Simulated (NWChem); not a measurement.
# doublet OH at 5 levels

Aim: a comparison of 5 runs (UPBE/aug-cc-pVTZ, U-r2SCAN/aug-cc-pVTZ, UM06-L/aug-cc-pVTZ, UPBE0/aug-cc-pVTZ, UTPSS/aug-cc-pVTZ) of doublet OH. 

Program for the calculation: NWChem 7.3.0.

## (1) The structure to begin with

The species is OH (2 atoms), meant as a doublet with charge 0. As SMILES of the parent species, `[OH-]`. The coordinates come from a PBE0-D4/def2-TZVPD relaxation. That shape belongs to the parent species and isn't relaxed for this state.

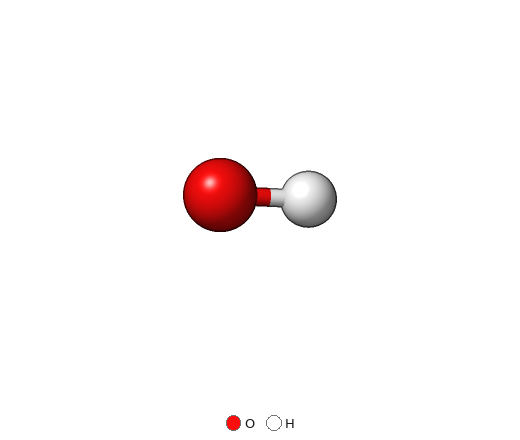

Viewed from a chosen angle; oxygen red, hydrogen white.

## (2) The energy at UPBE/aug-cc-pVTZ (run 1)

ho.nw

```
START ho
TITLE "HO PBE"
memory total 2200 mb
GEOMETRY units atomic noautosym nocenter noautoz
  O      0.77818922    -0.24906590     0.40156680
  H     -0.77818922     0.24906590    -0.40156680
END
BASIS "ao basis" spherical bse
  * library aug-cc-pVTZ
END
DFT
  xc xpbe96 cpbe96
  mult 2
  grid xfine
  convergence energy 1e-08
  iterations 100
  mulliken
  print low
END
TASK dft
```

Command:

```sh
$ nwchem ho.nw > ho.out
```

The program printed:

```text
[...]
 d= 0,ls=0.0,diis     1    -75.6622370256 -8.01D+01  2.15D-03  8.48D-02     0.8
[...]
 d= 0,ls=0.0,diis     8    -75.6821983489 -1.50D-09  2.18D-07  4.09D-10     5.9
[...]
         Total DFT energy =      -75.682198348871
      One electron energy =     -112.634069027690
           Coulomb energy =       41.352044257637
    Exchange-Corr. energy =       -8.793740620289
 Nuclear repulsion energy =        4.393567041471
[...]
      Total Density - Mulliken Population Analysis
     ---------------------------------------------
    Atom       Charge   Shell Charges
 -----------   ------   -------------------------------------------------------
    1 O    8     8.22   1.94  0.27  1.03  0.67  0.06  1.25  1.90  1.02  0.07  0.00  0.01 -0.00  0.00  0.00
    2 H    1     0.78   0.27  0.38  0.02 -0.00  0.02  0.05  0.03  0.01  0.01
[...]
      <S2> =      0.7523 (Exact =     0.7500)
[...]
```

Wall time 6.6 s (1 thread of Intel Xeon Platinum 8559C (Emerald Rapids), shared host); peak memory 0.11 GiB.

## (3) A single-point energy at U-r2SCAN/aug-cc-pVTZ (run 2)

job.nw

```
start job
memory stack 880 mb heap 220 mb global 1100 mb

geometry noautosym nocenter noautoz
  O        0.411800      -0.131800       0.212500
  H       -0.411800       0.131800      -0.212500
end

basis spherical bse
  O library aug-cc-pVTZ
  H library aug-cc-pVTZ
end

dft
  xc r2scan
  mult 2
  grid xfine
  convergence energy 1e-08
  iterations 100
  mulliken
  noprint "final vectors analysis"
end

task dft
```

Command:

```sh
$ nwchem job.nw > job.out
```

The program printed:

```text
[...]
          Wavefunction type:  spin polarized.
          No. of atoms     :     2
          No. of electrons :     9
[...]
          Charge           :     0
          Spin multiplicity:     2
[...]
          AO basis - number of functions:    69
[...]
              XC Information
              --------------
                      r^2SCAN Method XC Functional
               r^2SCAN metaGGA Exchange Functional  1.000
                     r^2SCAN Correlation Potential  1.000
[...]
 d= 0,ls=0.0,diis     1    -75.7110039068 -8.01D+01  1.80D-03  6.66D-02     1.0
[...]
 d= 0,ls=0.0,diis     8    -75.7292857012 -4.71D-09  5.28D-07  5.06D-09     7.5
[...]
         Total DFT energy =      -75.729285701189
      One electron energy =     -112.695832328406
           Coulomb energy =       41.430051121202
    Exchange-Corr. energy =       -8.857071852094
 Nuclear repulsion energy =        4.393567358110
[...]
      Total Density - Mulliken Population Analysis
     ---------------------------------------------
    Atom       Charge   Shell Charges
 -----------   ------   -------------------------------------------------------
    1 O    8     8.23   1.95  0.26  1.03  0.68  0.05  1.24  1.94  1.02  0.06  0.00  0.01 -0.00  0.00  0.00
    2 H    1     0.77   0.26  0.40  0.01 -0.00  0.02  0.05  0.02  0.01  0.01
[...]
      <S2> =      0.7539 (Exact =     0.7500)
[...]
```

Run time: 8.1 s. Hardware: 1 thread of Intel Xeon Platinum 8559C (Emerald Rapids), shared host; peak memory 0.12 GiB.

## (4) A single-point energy at UM06-L/aug-cc-pVTZ (run 3)

run.py

```python
from ase import Atoms
from ase.calculators.nwchem import NWChem

mol = Atoms(['O', 'H'], positions=[
    [0.411800, -0.131800, 0.212500],
    [-0.411800, 0.131800, -0.212500],
])

calc = NWChem(
    label='run',
    theory='dft',
    memory='2200 mb',
    basis='aug-cc-pVTZ',
    basispar='spherical bse',
    dft={'xc': 'm06-l', 'mult': '2', 'grid': 'xfine', 'convergence': 'energy 1e-08', 'iterations': '100', 'mulliken': None},
    task='energy',
)
mol.calc = calc

e = mol.get_potential_energy()
print(f"E = {e:.6f} eV")
```

Command:

```sh
$ export ASE_NWCHEM_COMMAND="nwchem PREFIX.nwi > PREFIX.nwo"
$ python run.py
```

The program printed:

```text
E = -2061.265093 eV
```

The calculator wrote run.nwi:

```
title "run"

permanent_dir run

scratch_dir run

start run

geometry units angstrom nocenter noautosym noautoz
  O  4.1180000000000000e-01 -1.3180000000000000e-01 2.1249999999999999e-01
  H  -4.1180000000000000e-01 1.3180000000000000e-01 -2.1249999999999999e-01
end

memory 2200 mb

basis spherical bse noprint
   * library aug-cc-pVTZ
end

dft
  xc m06-l
  mult 2
  grid xfine
  convergence energy 1e-08
  iterations 100
  mulliken
end

task dft energy
```

run.nwo, shortened:

```text
[...]
  Singularity in Pulay matrix. Error and Fock matrices removed.
[... 6 lines left out ...]
  Singularity in Pulay matrix. Error and Fock matrices removed.
[... 4 lines left out ...]
  Singularity in Pulay matrix. Error and Fock matrices removed.
[... 3 lines left out ...]
         Total DFT energy =      -75.750095626692
[...]
      <S2> =      0.7548 (Exact =     0.7500)
[...]
```

It took 18 s on 1 thread of Intel Xeon Platinum 8559C (Emerald Rapids), shared host; peak memory 0.12 GiB.

Run 4 isn't shown in full; the table further down has it.

## (5) The energy at UTPSS/aug-cc-pVTZ (run 5)

geom.nw

```
start geom
title "HO TPSS"
memory total 2200 mb
charge 0

geometry units angstroms noautosym nocenter noautoz
   O        0.411800      -0.131800       0.212500
   H       -0.411800       0.131800      -0.212500
end

basis spherical bse
   * library aug-cc-pVTZ
end

dft
   xc xtpss03 ctpss03
   mult 2
   grid xfine
   convergence energy 1e-08
   maxiter 100
   mulliken
end

task dft energy
```

Command:

```sh
$ nwchem geom.nw > geom.out
```

The program printed:

```text
[...]
          Wavefunction type:  spin polarized.
          No. of atoms     :     2
          No. of electrons :     9
[...]
          Charge           :     0
          Spin multiplicity:     2
[...]
          AO basis - number of functions:    69
[...]
              XC Information
              --------------
                  TPSS metaGGA Exchange Functional  1.000
             TPSS03 metaGGA Correlation Functional  1.000
[...]
 d= 0,ls=0.0,diis     1    -75.7536188452 -8.01D+01  2.75D-03  6.88D-02     1.1
[...]
 d= 0,ls=0.0,diis     8    -75.7724890466 -2.68D-09  4.42D-07  8.74D-10     7.8
[...]
         Total DFT energy =      -75.772489046627
      One electron energy =     -112.680244236568
           Coulomb energy =       41.411789965351
    Exchange-Corr. energy =       -8.897602133520
 Nuclear repulsion energy =        4.393567358110
[...]
      Total Density - Mulliken Population Analysis
     ---------------------------------------------
    Atom       Charge   Shell Charges
 -----------   ------   -------------------------------------------------------
    1 O    8     8.21   1.95  0.27  1.04  0.70  0.06  1.24  1.91  0.98  0.06  0.00  0.01 -0.00  0.00 -0.00
    2 H    1     0.79   0.27  0.41  0.01 -0.00  0.02  0.05  0.02  0.01  0.01
[...]
      <S2> =      0.7527 (Exact =     0.7500)
[...]
```

Run time: 8.4 s. Hardware: 1 thread of Intel Xeon Platinum 8559C (Emerald Rapids), shared host; peak memory 0.12 GiB.

## (6) The series

| run | level | energy (Eh) | ⟨S²⟩ | wall time |
| --- | --- | --- | --- | --- |
| 1 | UPBE/aug-cc-pVTZ | -75.682198 | 0.752 | 6.6 s |
| 2 | U-r2SCAN/aug-cc-pVTZ | -75.729286 | 0.754 | 8.1 s |
| 3 | UM06-L/aug-cc-pVTZ | -75.750096 | 0.755 | 18 s |
| 4 | UPBE0/aug-cc-pVTZ | -75.685578 | 0.753 | 6.6 s |
| 5 | UTPSS/aug-cc-pVTZ | -75.772489 | 0.753 | 8.4 s |

## (7) Summary of results

| quantity | value |
| --- | --- |
| run 5: total energy | -75.77249 Eh |
| run 5: dipole moment | 1.60 D |
| run 5: HOMO energy (highest over α and β) | -7.53 eV |
| run 5: LUMO energy (lowest over α and β) | -5.97 eV |
| run 5: ⟨S²⟩ | 0.753 |

What this shows: Over runs 2, 3, 4, 5 the dipole moment (its size) runs from 1.60 D (UTPSS/aug-cc-pVTZ) to 1.65 D (UPBE0/aug-cc-pVTZ). Totals of different functionals can't be ranked against each other. All runs together took 48 s, the longest 18 s.
